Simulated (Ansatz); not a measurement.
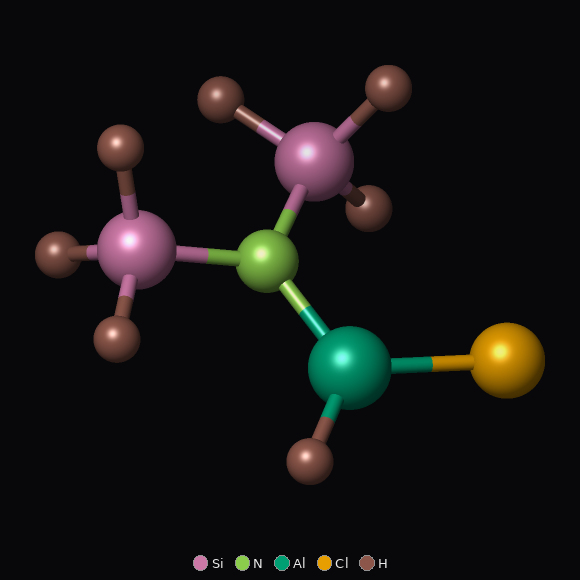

The computed structure is the end point of a PBE-D4/def2-SVP optimisation. No frequency run is at hand to confirm it as a minimum.

Draw it as a skeletal formula.

SMILES: [SiH3][N]([SiH3])[AlH][Cl]

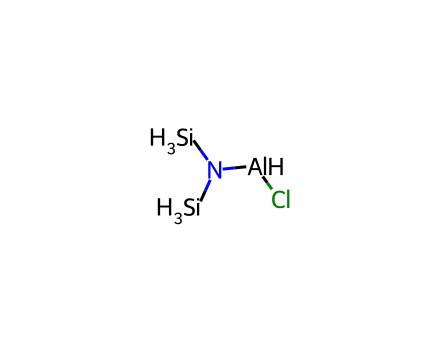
